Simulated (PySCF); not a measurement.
**AlH2ClF− (SMILES [F][AlH2-][Cl]) at 6 levels**

We compute a comparison of 6 runs (B2PLYP/STO-6G, M06-2X/STO-6G, UPBE0/STO-6G, UMP2/STO-6G, NEVPT2(2,2)/STO-6G, UCCSD(T)/STO-6G) of AlH2ClF−. 

Program for the calculation: PySCF 2.14.0.

1 further run of the same task is left out (set aside as unsound or not needed).

### Step 1. The structure to begin with

AlH2ClF−: 5 atoms, total charge -1, spin state singlet. As SMILES, `[F][AlH2-][Cl]`. The Al2–H4 distance was set to 1.902 Å, away from the relaxed value.

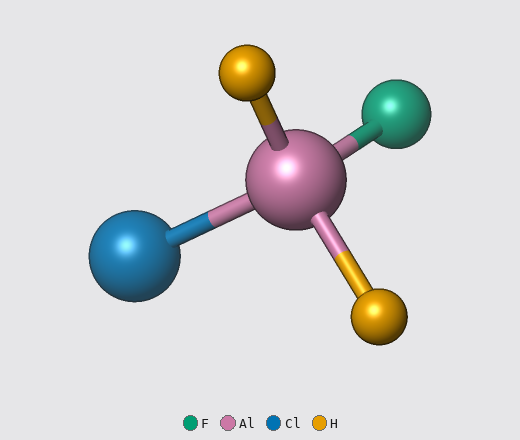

The structure, seen from a chosen angle (fluorine teal, aluminium pink, chlorine blue, hydrogen amber).

### Step 2. The energy at B2PLYP/STO-6G (run 1)

run.py reads:

```python
from pyscf import gto, dft, mp

mol = gto.M(
    atom=[
    ('F', (-1.064136, 0.270976, 1.472023)),
    ('Al', (0.042194, 0.219126, 0.190933)),
    ('Cl', (1.783014, -0.836124, 0.754643)),
    ('H', (-0.732650, -0.721820, -1.269020)),
    ('H', (0.488114, 1.695116, -0.175317)),
],
    verbose=4,
    charge=-1,
    basis='sto-6g',
    max_memory=1860,
    spin=0,
)

calc0 = dft.RKS(mol, xc='0.53*HF + 0.47*B88, 0.73*LYP')
calc0.conv_tol = 1e-10
calc0.grids.level = 5
calc0.kernel()
if not calc0.converged:
    calc0 = calc0.newton().run(calc0.mo_coeff, calc0.mo_occ)

pt = mp.MP2(calc0, frozen=11).run()
e_tot = calc0.e_tot + 0.27 * pt.e_corr
print('PT2 part  %.8f' % (0.27 * pt.e_corr))
print('E = %.10f Eh' % e_tot)
```

Command:

```sh
$ OMP_NUM_THREADS=1 python run.py
```

Log:

```text
PySCF version 2.14.0

[INPUT] num. atoms = 5
[INPUT] num. electrons = 42
[INPUT] charge = -1
[INPUT] spin (= nelec alpha-beta = 2S) = 0
[INPUT] symmetry False subgroup None
[INPUT] Mole.unit = angstrom
[INPUT] Symbol           X                Y                Z      unit          X                Y                Z       unit  Magmom
[INPUT]  1 F     -1.064136000000   0.270976000000   1.472023000000 AA   -2.010925599290   0.512070426330   2.781720319061 Bohr   0.0
[INPUT]  2 Al     0.042194000000   0.219126000000   0.190933000000 AA    0.079735104100   0.414088126771   0.360811078142 Bohr   0.0
[INPUT]  3 Cl     1.783014000000  -0.836124000000   0.754643000000 AA    3.369408136265  -1.580045366176   1.426068591820 Bohr   0.0
[INPUT]  4 H     -0.732650000000  -0.721820000000  -1.269020000000 AA   -1.384507845163  -1.364042111234  -2.398100246596 Bohr   0.0
[INPUT]  5 H      0.488114000000   1.695116000000  -0.175317000000 AA    0.922401777566   3.203304989368  -0.331301114980 Bohr   0.0

nuclear repulsion = 135.06271470249
number of shells = 15
number of NR pGTOs = 150
number of NR cGTOs = 25
basis = sto-6g
ecp = {}

******** <class 'pyscf.dft.rks.RKS'> ********
method = RKS
initial guess = minao
damping factor = 0
level_shift factor = 0
DIIS = <class 'pyscf.scf.diis.CDIIS'>
diis_start_cycle = 1
diis_space = 8
diis_damp = 0
SCF conv_tol = 1e-10
SCF conv_tol_grad = None
SCF max_cycles = 50
direct_scf = True
direct_scf_tol = 1e-13
XC library pyscf.dft.libxc version 7.0.0
    S. Lehtola, C. Steigemann, M. J.T. Oliveira, and M. A.L. Marques.,  SoftwareX 7, 1–5 (2018)
XC functionals = 0.53*HF + 0.47*B88, 0.73*LYP
    A. D. Becke.,  Phys. Rev. A 38, 3098 (1988)
    C. Lee, W. Yang, and R. G. Parr.,  Phys. Rev. B 37, 785 (1988)
    B. Miehlich, A. Savin, H. Stoll, and H. Preuss.,  Chem. Phys. Lett. 157, 200 (1989)
radial grids:
    Treutler-Ahlrichs [JCP 102, 346 (1995); DOI:10.1063/1.469408] (M4) radial grids

becke partition: Becke, JCP 88, 2547 (1988); DOI:10.1063/1.454033
pruning grids: <function nwchem_prune>
grids dens level: 5
symmetrized grids: False
atomic radii adjust function: <function treutler_atomic_radii_adjust>
small_rho_cutoff = 0
Set gradient conv threshold to 1e-05
Initial guess from minao.
tot grids = 177056
init E= -799.677631132498
  HOMO = -0.308499935978139  LUMO = 0.0997024811460268  gap/eV = 11.10775
cycle= 1 E= -800.128388745163  delta_E= -0.451  |g|= 0.362  |ddm|= 2.23
  HOMO = 0.128157085772475  LUMO = 0.513374811653449  gap/eV = 10.48231
cycle= 2 E= -800.179097739471  delta_E= -0.0507  |g|= 0.212  |ddm|= 1.04
  HOMO = 0.0323310402005665  LUMO = 0.542649544565626  gap/eV = 13.88647
cycle= 3 E= -800.195673192545  delta_E= -0.0166  |g|= 0.011  |ddm|= 0.35
  HOMO = 0.0334472917520463  LUMO = 0.54611726668899  gap/eV = 13.95046
cycle= 4 E= -800.195767253809  delta_E= -9.41e-05  |g|= 0.00169  |ddm|= 0.0324
  HOMO = 0.0329627983303583  LUMO = 0.545857758237636  gap/eV = 13.95658
cycle= 5 E= -800.195769462234  delta_E= -2.21e-06  |g|= 0.00035  |ddm|= 0.00548
  HOMO = 0.0329377695460443  LUMO = 0.545856744082744  gap/eV = 13.95724
cycle= 6 E= -800.195769535244  delta_E= -7.3e-08  |g|= 6.19e-05  |ddm|= 0.000873
  HOMO = 0.0329411914850917  LUMO = 0.54585318151744  gap/eV = 13.95705
cycle= 7 E= -800.195769538299  delta_E= -3.06e-09  |g|= 4.02e-06  |ddm|= 0.000211
  HOMO = 0.0329400682324391  LUMO = 0.545854354289343  gap/eV = 13.95711
cycle= 8 E= -800.195769538309  delta_E= -9.78e-12  |g|= 4.96e-07  |ddm|= 1.03e-05
  HOMO = 0.0329399498128102  LUMO = 0.545854254379985  gap/eV = 13.95711
Extra cycle  E= -800.195769538309  delta_E= -2.27e-13  |g|= 1.47e-07  |ddm|= 1.43e-06
converged SCF energy = -800.195769538309

******** <class 'pyscf.mp.mp2.RMP2'> ********
nocc = 10, nmo = 14
frozen orbitals 11
E(RMP2) = -800.262599380695  E_corr = -0.0668298423858432
E(SCS-RMP2) = -800.269760096753  E_corr = -0.0739905584436789
E_corr(same-spin) = -0.0071599066376919
E_corr(oppo-spin) = -0.0596699357481513
PT2 part  -0.01804406
E = -800.2138135958 Eh
```

It took 4.5 s on 1 thread of Arm Neoverse V1, shared host; peak memory 0.22 GiB.

### Step 3. A single-point energy at M06-2X/STO-6G (run 2)

job.py reads:

```python
from pyscf import gto, dft

system = gto.M(
    atom='''
F     -1.064136     0.270976     1.472023
Al     0.042194     0.219126     0.190933
Cl     1.783014    -0.836124     0.754643
H     -0.732650    -0.721820    -1.269020
H      0.488114     1.695116    -0.175317
''',
    verbose=4,
    spin=0,
    basis='sto-6g',
    max_memory=1860,
    charge=-1,
)

mf = dft.RKS(system)
mf.xc = 'm06-2x'
mf.conv_tol = 1e-10
mf.grids.level = 5
mf.kernel()
if not mf.converged:
    mf = mf.newton().run(mf.mo_coeff, mf.mo_occ)

e_final = mf.e_tot
print('E = %.10f Eh' % e_final)
```

Command:

```sh
$ OMP_NUM_THREADS=1 python job.py
```

Log:

```text
PySCF version 2.14.0

[INPUT] num. atoms = 5
[INPUT] num. electrons = 42
[INPUT] charge = -1
[INPUT] spin (= nelec alpha-beta = 2S) = 0
[INPUT] symmetry False subgroup None
[INPUT] Mole.unit = angstrom
[INPUT] Symbol           X                Y                Z      unit          X                Y                Z       unit  Magmom
[INPUT]  1 F     -1.064136000000   0.270976000000   1.472023000000 AA   -2.010925599290   0.512070426330   2.781720319061 Bohr   0.0
[INPUT]  2 Al     0.042194000000   0.219126000000   0.190933000000 AA    0.079735104100   0.414088126771   0.360811078142 Bohr   0.0
[INPUT]  3 Cl     1.783014000000  -0.836124000000   0.754643000000 AA    3.369408136265  -1.580045366176   1.426068591820 Bohr   0.0
[INPUT]  4 H     -0.732650000000  -0.721820000000  -1.269020000000 AA   -1.384507845163  -1.364042111234  -2.398100246596 Bohr   0.0
[INPUT]  5 H      0.488114000000   1.695116000000  -0.175317000000 AA    0.922401777566   3.203304989368  -0.331301114980 Bohr   0.0

nuclear repulsion = 135.06271470249
number of shells = 15
number of NR pGTOs = 150
number of NR cGTOs = 25
basis = sto-6g
ecp = {}

******** <class 'pyscf.dft.rks.RKS'> ********
method = RKS
initial guess = minao
damping factor = 0
level_shift factor = 0
DIIS = <class 'pyscf.scf.diis.CDIIS'>
diis_start_cycle = 1
diis_space = 8
diis_damp = 0
SCF conv_tol = 1e-10
SCF conv_tol_grad = None
SCF max_cycles = 50
direct_scf = True
direct_scf_tol = 1e-13
XC library pyscf.dft.libxc version 7.0.0
    S. Lehtola, C. Steigemann, M. J.T. Oliveira, and M. A.L. Marques.,  SoftwareX 7, 1–5 (2018)
XC functionals = m06-2x
    Y. Zhao and D. G. Truhlar.,  Theor. Chem. Acc. 120, 215 (2008)
    Y. Zhao and D. G. Truhlar.,  Theor. Chem. Acc. 120, 215 (2008)
radial grids:
    Treutler-Ahlrichs [JCP 102, 346 (1995); DOI:10.1063/1.469408] (M4) radial grids

becke partition: Becke, JCP 88, 2547 (1988); DOI:10.1063/1.454033
pruning grids: <function nwchem_prune>
grids dens level: 5
symmetrized grids: False
atomic radii adjust function: <function treutler_atomic_radii_adjust>
small_rho_cutoff = 0
Set gradient conv threshold to 1e-05
[... 1 set-up line as earlier in the session ...]
tot grids = 177056
init E= -800.052864518518
  HOMO = -0.310960183809801  LUMO = 0.0806265991092031  gap/eV = 10.65562
cycle= 1 E= -800.485758647783  delta_E= -0.433  |g|= 0.358  |ddm|= 2.23
  HOMO = 0.132216701531292  LUMO = 0.489772557159504  gap/eV = 9.72959
cycle= 2 E= -800.533592229776  delta_E= -0.0478  |g|= 0.234  |ddm|= 1.09
  HOMO = 0.0331761293752765  LUMO = 0.519843571245388  gap/eV = 13.24290
cycle= 3 E= -800.554104748807  delta_E= -0.0205  |g|= 0.0126  |ddm|= 0.391
  HOMO = 0.0348330886007733  LUMO = 0.52407401490833  gap/eV = 13.31292
cycle= 4 E= -800.554226160087  delta_E= -0.000121  |g|= 0.0023  |ddm|= 0.0365
  HOMO = 0.0341654601689821  LUMO = 0.523693495358811  gap/eV = 13.32074
cycle= 5 E= -800.554230183743  delta_E= -4.02e-06  |g|= 0.000542  |ddm|= 0.00765
  HOMO = 0.0341139445886667  LUMO = 0.523666937805327  gap/eV = 13.32142
cycle= 6 E= -800.554230351533  delta_E= -1.68e-07  |g|= 8.99e-05  |ddm|= 0.00134
  HOMO = 0.034131390216514  LUMO = 0.523663338742525  gap/eV = 13.32084
cycle= 7 E= -800.554230357881  delta_E= -6.35e-09  |g|= 8.27e-06  |ddm|= 0.000302
  HOMO = 0.0341279718504819  LUMO = 0.523665237147874  gap/eV = 13.32099
cycle= 8 E= -800.554230357931  delta_E= -5.04e-11  |g|= 8.53e-07  |ddm|= 2.32e-05
  HOMO = 0.0341278822376836  LUMO = 0.523665110965738  gap/eV = 13.32099
Extra cycle  E= -800.554230357929  delta_E= 1.82e-12  |g|= 2.96e-07  |ddm|= 2.36e-06
converged SCF energy = -800.554230357929
E = -800.5542303579 Eh
```

Wall time 5.7 s (1 thread of Arm Neoverse V1, shared host); peak memory 0.23 GiB.

Runs 3 to 5 aren't shown in full; the table further down has their settings and results.

### Step 4. A single-point energy at UCCSD(T)/STO-6G (run 6)

input.py reads:

```python
from pyscf import gto, cc

molecule = gto.Mole()
molecule.atom = '''
F       -1.064136       0.270976       1.472023
Al       0.042194       0.219126       0.190933
Cl       1.783014      -0.836124       0.754643
H       -0.732650      -0.721820      -1.269020
H        0.488114       1.695116      -0.175317
'''
molecule.spin = 0
molecule.basis = 'sto-6g'
molecule.max_memory = 1860
molecule.charge = -1
molecule.verbose = 3
molecule.build()

myscf = molecule.UHF()
myscf.conv_tol = 1e-10
myscf.kernel()
if not myscf.converged:
    myscf = myscf.newton().run(myscf.mo_coeff, myscf.mo_occ)
for _ in range(3):
    mo, _, stable, _ = myscf.stability(return_status=True)
    if stable:
        break
    myscf.kernel(myscf.make_rdm1(mo, myscf.mo_occ))

mycc = cc.CCSD(myscf, frozen=11)
mycc.kernel()
e_t = mycc.ccsd_t()
energy = mycc.e_tot + e_t
print('Final energy', energy)
```

Command:

```sh
$ OMP_NUM_THREADS=1 python input.py
```

Log:

```text
converged SCF energy = -799.094210603931  <S^2> = 7.9936058e-13  2S+1 = 1
<class 'pyscf.scf.uhf.UHF'> wavefunction is stable in the internal stability analysis
E(UCCSD) = -799.1574622529405  E_corr = -0.06325164900927131
UCCSD(T) correction = -0.00164298689226207
Final energy -799.1591052398328
```

It took 1.4 s on 1 thread of Arm Neoverse V1, shared host; peak memory 0.12 GiB.

### Step 5. All runs side by side

| run | level | frozen core orbitals | follow instability | energy (Eh) | HOMO energy (eV) | LUMO energy (eV) | HOMO–LUMO gap (eV) | wall time |
| --- | --- | --- | --- | --- | --- | --- | --- | --- |
| 1 | B2PLYP/STO-6G | 11 | – | -800.213814 | 0.90 | 14.85 | 13.96 | 4.5 s |
| 2 | M06-2X/STO-6G | – | – | -800.554230 | 0.93 | 14.25 | 13.32 | 5.7 s |
| 3 | UPBE0/STO-6G | – | yes | -800.306711 | 2.61 | 13.32 | 10.71 | 23 s |
| 4 | UMP2/STO-6G | 11 | yes | -799.141130 | -1.46 | 17.67 | 19.13 | 1.3 s |
| 5 | NEVPT2(2,2)/STO-6G | – | – | -799.155605 | -1.46 | 17.67 | 19.13 | 1.5 s |
| 6 | UCCSD(T)/STO-6G | 11 | yes | -799.159105 | -1.46 | 17.67 | 19.13 | 1.4 s |

### Step 6. Summary of results

| quantity | value |
| --- | --- |
| run 6: total energy | -799.15911 Eh |
| run 6: HOMO energy (Hartree–Fock orbitals) | -1.46 eV |
| run 6: LUMO energy (Hartree–Fock orbitals) | 17.67 eV |
| run 6: HOMO–LUMO gap (to an unbound level, set by the basis) | 19.13 eV |
| run 6: correlation energy (11 core orbitals frozen) | -64.9 mEh |
| run 6: (T) correction | -1.64 mEh |
| run 6: T1 diagnostic | 0.009 |

What this shows: Over runs 1, 2, 3 the HOMO–LUMO gap runs from 10.71 eV (UPBE0/STO-6G) to 13.96 eV (B2PLYP/STO-6G). The empty levels of an anion lie above zero and hang on the basis. A double hybrid's value is that of its SCF part. Totals of different functionals can't be ranked against each other. In runs 1, 2, 3 the HOMO lies above zero, so the outermost electron may be held by the basis alone. In runs 1, 2, 3, 4, 5, 6 the basis is minimal, so the values are rough. All runs together took 37 s, the longest 23 s.
